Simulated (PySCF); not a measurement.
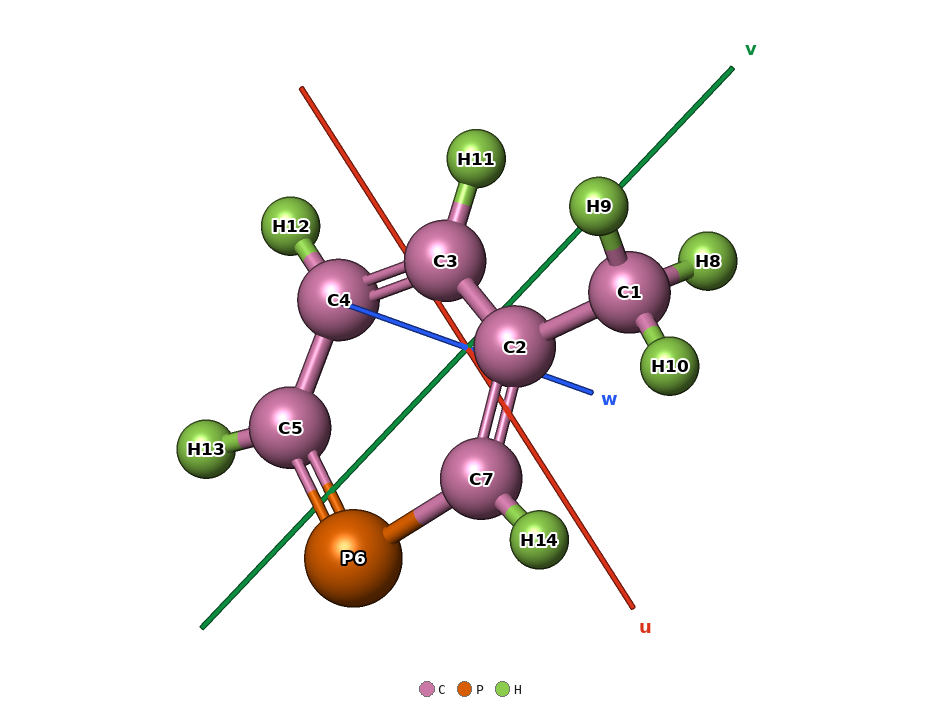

The lines u, v and w are the principal axes of the static dipole polarisability. Computed geometry: GFN2-xTB optimisation. No frequency run is at hand to confirm it as a minimum. Computed with PBE0/def2-SVPD (PySCF 2.14.0).

> Along which axis is the molecule most polarisable, and along which least?

Most along v, least along w.

> Give the three principal values.

u 101.9, v 117.5, w 59.2 bohr³; mean 92.9, anisotropy 52.3 bohr³.

The geometry is semi-empirical. Around P such bond lengths and angles can be off by a tenth of an ångström or more and by several degrees, and values that hang on the shape move with them.
